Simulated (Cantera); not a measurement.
Charge: 1 mol Si₂Cl₆, 2.8 mol NH₃, 17 mol N₂, held at 0.133 bar.

These are equilibrium values from Cantera (NASA tables, ideal gas, pure condensed phases), not measurements of a reactor. Candidate condensed phases: NH₄Cl, Si, Si₃N₄; 28 gas species. The feed counts by its element totals alone. The tables' values for SiCl₃ are old estimates; treat these amounts as uncertain. Rates play no part.

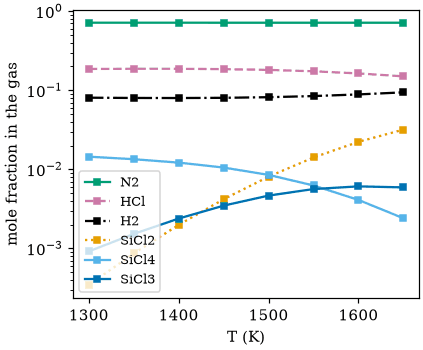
Equilibrium gas composition (values under 1e-9 drawn at 1e-9)

From 1300 K to 1650 K the condensed part is Si₃N₄(s). The main Si-bearing gas is SiCl₄ at 1300 K and SiCl₂ at 1650 K. The share of Si in condensed phases is highest at 1300 K (80.7 %) and lowest at 1650 K (49.9 %).
